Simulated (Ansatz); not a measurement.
# Phonons of Be (Im-3m, 1 atom in the cell) against volume, part 2 of 2

Aim: how the phonons of Be (Im-3m, 1 atom in the cell) shift with volume, and the thermal expansion that follows.

Ansatz 0.2.0; DFT PBEsol, scalar-relativistic, plane waves, PAW; PAW set soft_1.

So far, highest frequency on the path or at a solved wavevector (cm⁻¹): step 2 (response at finite wavevector) 687; step 4 (phonons at the other volume, volume ratio 0.97) 713.

This is not the structure that Be takes at ambient pressure and room temperature (hexagonal, No. 194); it is a model or a phase of other conditions.

### 5. Relaxing at another volume, volume ratio 1.03

The volume is scaled by 1.03 and held; symmetry leaves nothing to relax, so this is a single point. The modes can then be followed against volume.

Contents of input.yaml:

```yaml
crystal:
  lattice:
    - [-1.2585063992, 1.2585063992, 1.2585063992]
    - [1.2585063992, -1.2585063992, 1.2585063992]
    - [1.2585063992, 1.2585063992, -1.2585063992]
  atoms:
    - { symbol: Be, position: [0.0, 0.0, 0.0] }
kpoints:
  mp_grid: { grid: [24, 24, 24] }
hamiltonian:
  xc: pbesol
  pseudopotentials: { kind: paw, azcp: { folder: soft_1 }, xc_functional: pbe }
scf:
  occupations: { method: methfessel_paxton, width: 0.2 }
output:
  forces: true
  stress: true
  eigenvalues: true
```

Run with:

```sh
$ ansatz run input.yaml --threads 4 --pin off --max-ram 10240MiB --backend cpu --events-out ev --progress --plain --runs-dir out
```

Numbers of over 12 decimals in the logs are rounded to 6 here.

The log of the run:

```text
[...]
Crystal: 1 atoms, lattice volume = 7.973 Å³
Basis set: ecut = 420 eV, 141 PW (Γ), exchange–correlation on 30×30×30 points (8 copies of the dense FFT grid, shifted against one another)
Bands: 5, of which v1, the nominal top of the filled ones, is band 1 counted from 1 (0 counted from 0)
Symmetry: 48 space group operations
[...]
k-points: 413 of 13824
[...]
Internal energy: -90.249206 eV  (E = F + TS)
E sigma→0 (E₀):  -90.249067 eV
Entropy (-TS):   0.000185 eV (0.185 meV/atom)
Fermi energy:    8.985490 eV
[...]
--- Stress (GPa, compression-positive) ---
       -3.557783      -0.000000       0.000000
        0.000000      -3.557783      -0.000000
        0.000000       0.000000      -3.557783
  P = ⅓ Tr σ = -3.5578 GPa (-35.578 kbar)
--- Band table (eV; the first three rows and the last of 413) ---
[...]
[key lines of the parts left out:]
SCF converged after 5 iterations
Free energy (F): -90.249020 eV
```

It took 0.56 s on 4 threads of Arm Neoverse V1, shared host; peak memory 0.26 GiB.

Numbers from this step:

* pressure: -3.558 GPa
* volume per atom: 7.973 Å³

The run ends at a pressure of -3.56 GPa.

### 6. Phonons at the other volume, volume ratio 1.03

The phonons are repeated at this volume on the same k and q meshes.

Changes to input.yaml since step 5:

```diff
@@ -15,4 +15,11 @@
 output:
-  forces: true
-  stress: true
   eigenvalues: true
+phonons:
+  method: dfpt
+  qmesh: [6, 6, 6]
+  temperatures: { t_max: 1000, t_step: 50 }
+  qpath:
+    path:
+      - [[0.0, 0.0, 0.0], [0.5, -0.5, 0.5], [0.0, 0.0, 0.5], [0.0, 0.0, 0.0], [0.25, 0.25, 0.25], [0.5, -0.5, 0.5]]
+      - [[0.25, 0.25, 0.25], [0.0, 0.0, 0.5]]
+    npoints: 10
```

The log of the run:

```text
[...]
Crystal: 1 atoms, lattice volume = 7.973 Å³
Basis set: ecut = 420 eV, 141 PW (Γ), exchange–correlation on 30×30×30 points (8 copies of the dense FFT grid, shifted against one another)
Bands: 5, of which v1, the nominal top of the filled ones, is band 1 counted from 1 (0 counted from 0)
Symmetry: 48 space group operations
k-points: 413 of 13824
[...]
E sigma→0 (E₀):  -90.249067 eV
Entropy (-TS):   0.000185 eV (0.185 meV/atom)
Fermi energy:    8.985491 eV
[...]
--- Band table (eV; the first three rows and the last of 413) ---
[...]
ASR residual: 1.102e-5 → 0.000e0 eV/Å²; symmetrization residual: 3.701e-17 eV/Å²
  ASR residual per site (eV/Å²): 1.10e-5
  Γ frequencies (cm⁻¹): 0.00 0.00 0.00
--- Phonons (arbitrary-q DFPT): 16 irreducible q on the 6×6×6 mesh ---
[...]
interpolated dispersion: 62 rows × 3 modes
[...]
[key lines of the parts left out:]
SCF converged after 6 iterations
Free energy (F): -90.249020 eV
```

Elapsed: 2.5 min, on 4 threads; peak memory 1.6 GiB.

This step gave:

```
lowest frequency on the path                            : -86.38 cm⁻¹
highest frequency on the path or at a solved wavevector : 661.1 cm⁻¹
lowest mode on the q mesh (acoustic modes at Γ apart)   : -86.38 cm⁻¹
```

Frequencies (cm⁻¹) solved at each irreducible wavevector; negative means imaginary. Frequencies by wavevector, by row:

```csv
q in reciprocal lattice units,star,mode 1,mode 2,mode 3
0 0 0,1,0,0,0
0 0 0.1667,12,77,309.9,348.3
0 0 0.3333,12,-41.2,517.3,560
0 0 -0.5,6,-86.4,588.5,642.1
0 0.1667 0.1667,24,195.1,323.4,571
0 0.1667 0.3333,48,250.9,517.3,632.9
0 0.3333 0.3333,8,410,542.3,542.3
0.1667 0.1667 0.1667,8,252.6,252.6,661.1
0.1667 0.1667 0.3333,12,248.7,490,525.9
0.1667 0.1667 -0.1667,6,334.2,366.9,366.9
0.1667 0.3333 -0.3333,24,384.8,526.6,563.6
0.1667 -0.5 -0.5,12,384.3,601.4,651.9
0.1667 -0.5 -0.3333,24,479.8,562,627.5
0.3333 0.3333 -0.3333,6,571.9,571.9,577.1
0.3333 -0.5 -0.5,12,575.9,617.5,618.9
-0.5 -0.5 -0.5,1,640.4,640.4,640.4
```

The highest frequency on the path or at a solved wavevector is 661.1 cm⁻¹, -25.9 cm⁻¹ against the base run.

### 7. Grüneisen parameters

The Grüneisen parameter of a mode is minus the logarithmic change of its frequency with volume, −d ln ω / d ln V; weighted by heat capacity it gives the expansion.

Numbers from this step:

```yaml
bulk_modulus: 126.4 GPa
```

The phonon branches at the labelled points (cm⁻¹):

```csv
point,branch 1,branch 2,branch 3
Γ,0,0,0
H,665,665,665
N,-54,605,670
Γ,0,0,0
P,425,425,425
H,665,665,665
jump to P,425,425,425
N,-54,605,670
```

The same for volume x 0.97:

```csv
point,branch 1,branch 2,branch 3
Γ,0,0,0
H,691,691,691
N,45,623,698
Γ,0,0,0
P,449,449,449
H,691,691,691
P,449,449,449
N,45,623,698
```

The same for volume x 1.03:

```csv
point,branch 1,branch 2,branch 3
Γ,0,0,0
H,640,640,640
N,-86,588,642
Γ,0,0,0
P,401,401,401
H,640,640,640
P,401,401,401
N,-86,588,642
```

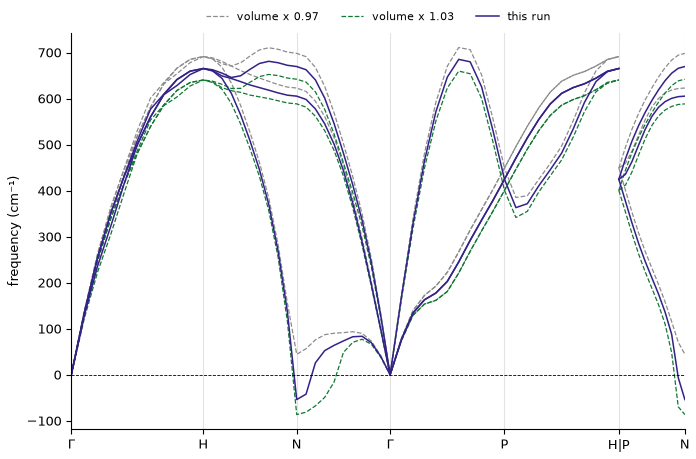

Phonon branches along the path; dashed: volume x 0.97 and volume x 1.03.

### 8. Summary of results

| Quantity | Value |
| --- | --- |
| bulk modulus | 126 GPa |

No expansion is given, because modes are imaginary at one volume or more. Branches are matched by rank, so values near crossings are rough. With no gap, or one that is small against the smearing, the frequencies hang on the k mesh and the smearing, most of all near Kohn anomalies. The PAW files were made for PBE and serve the other functionals too. A phonon run warned that its eigensolver left some bands unconverged in a pass.

[Logs are printed without paths, hosts, clocks, repeated set-up lines and the standing remarks that a program may print on its own settings, such as how far it seeks lower states.]

[Hosts, paths, dates, database ids (printed as entryN), source tags and the programs' standing remarks are cut or masked in the printed files.]
